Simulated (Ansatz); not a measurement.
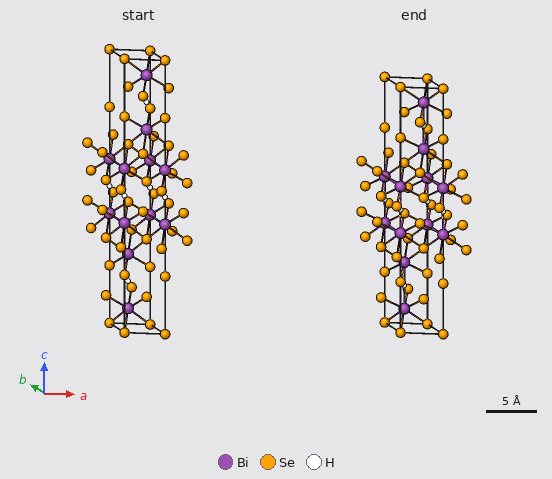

The structure of a crystal of Bi2HSe3 (set up in R-3m) (coarse preliminary run) before (left) and after (right) a relaxation, at one scale.

A ball-and-stick model of the conventional cell (3 times the calculation's cell), seen slightly off an axis. Lengths and directions refer to the drawn axes.

Case: 1 H put on empty site 1 of 1 host cells, relaxed.

Level of theory: Ansatz 0.2.0, DFT PBE+D3(BJ), scalar-relativistic, plane waves, PAW.

The input:
```yaml
crystal:
  lattice:
    - [2.0703280692, 1.1953044681, 9.5112789371]
    - [-2.0703280692, 1.1953044681, 9.5112789371]
    - [0.0, -2.3906089362, 9.5112789371]
  atoms:
    - { symbol: Bi, position: [0.4007810608, 0.4007810608, 0.4007810608] }
    - { symbol: Bi, position: [0.5992189392, 0.5992189392, 0.5992189392] }
    - { symbol: Se, position: [0.0, 0.0, 0.0] }
    - { symbol: Se, position: [0.2106961066, 0.2106961066, 0.2106961066] }
    - { symbol: Se, position: [0.7893038934, 0.7893038934, 0.7893038934] }
    - { symbol: H, position: [0.5, 0.5, 0.5] }
basis:
  ecutwfc: 420
kpoints:
  mp_grid: { grid: [6, 6, 6] }
hamiltonian:
  xc: pbe
  dispersion: d3bj
scf:
  occupations: { method: gaussian, width: 0.1 }
output:
  forces: true
  stress: true
  eigenvalues: true
relax:
  adjacent_minimum: "off"
  f_tol: 0.0325
  max_steps: 70
  cell: { stress_tol: 0.24 }
```

Launched with:
```bash
ansatz run input.yaml --threads 2 --pin off --max-ram 5120MiB --backend cpu --events-out ev --progress --plain --runs-dir out
```

Question: Describe what moved and what it gained.

Answer: The largest moves relative to the cell, 0.12 Å, are those of Bi1 and Bi2. Bi2 goes along −c. Largest moves by element: Bi 0.12 Å, Se 0.11 Å. H stays in place. The volume changes by −0.8 %, with a = b 4.141 → 4.354 Å (+5.1 %), c 28.534 → 25.597 Å (−10.3 %). Some distances before and after: Bi1–H6 2.831 → 2.421 Å, Bi1–Se3 3.069 → 3.118 Å, Bi1–Se5 2.863 → 2.880 Å. Among the angles between lasting bonds that change: Se4–Bi2–Se4 92.6° → 98.2°, Bi2–Se4–Bi2 92.6° → 98.2°, Se3–Bi2–Se4 91.1° → 86.4°. The space group stays R-3m (No. 166). The energy falls by 17.8 meV per atom in 5 accepted moves (6 points after the start). The largest force component goes from 0.15 to 0.011 eV/Å. The pressure goes from −0.10 to −0.05 GPa. At 1 point the geometry stayed and the basis and grid were re-selected for the new cell (energy shift of 0.1 meV per atom at most each time). Cost: 55 s on 2 threads of Arm Neoverse V1, on a shared host, peak memory 0.53 GiB.
